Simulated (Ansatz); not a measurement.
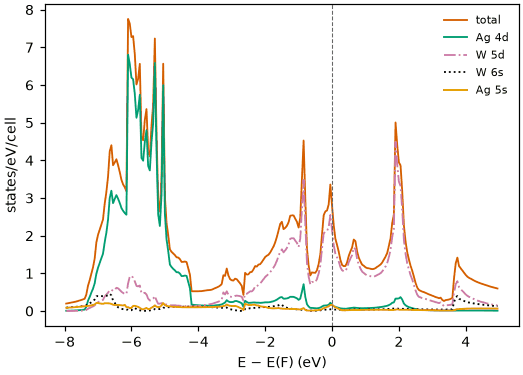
Fig. 1. Total and projected density of states of AgW (CsCl type, Pm-3m), DFT-r²SCAN in the program Ansatz with PAW potentials

Task: Which orbitals carry the states next to the Fermi level?

Result: Within 0.5 eV of the Fermi level: W 5d 81 %, Ag 4d 6 %, outside the projected shells 8 %. Projections are on Löwdin-orthogonalised atomic valence shells; empty p or d shells of many metals are not among them.

Task: Where is the tallest occupied peak in this window, and what makes it?

Result: Near -6.1 eV, about 7.8 states/eV per cell; the largest projected share is Ag 4d.

The start of the workflow was typed in or built on a structure type; neither database checked (COD, Materials Project) lists it. Its standing as an ambient phase is unchecked. The cell was relaxed with r²SCAN under the symmetry of its start. At this level the phase is mechanically unstable. No spin polarisation was allowed. Its formation energy is positive at this level, so the cell may be metastable or incomplete. Scalar-relativistic: spin–orbit coupling is off unless named, which matters more the heavier the elements.

Potentials: the later of the program's two PAW sets.
